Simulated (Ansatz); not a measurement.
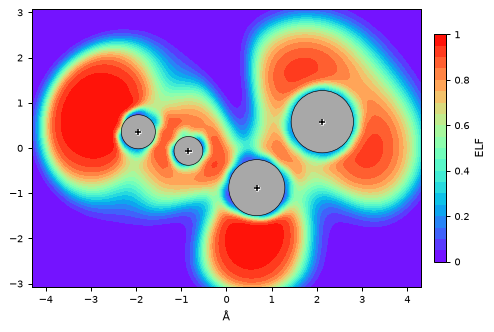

The electron localisation function on a plane through atoms (crosses mark nuclei in the plane; grey discs cover the cores).

Method: Ansatz 0.2.0, isolated molecule in a Gaussian basis; Kohn-Sham density functional theory, functional PBE0.

Candidates:
A. CNPSe (SMILES [C-]#[N+]P=[Se])
B. BH₃Si₂ (SMILES B1[SiH]=[SiH]1)
C. COP (SMILES [O-]C#P) (charge −1)

Q: Which system is this?

A: Candidate A: CNPSe on the molecular plane, which holds C, N, P and Se. C–N (1.19 Å): the ELF peaks at about 0.85 between the atoms: a multiple bond. P–N (1.72 Å): the ELF peaks at about 0.90 between the atoms (a shared but strongly polarised pair).
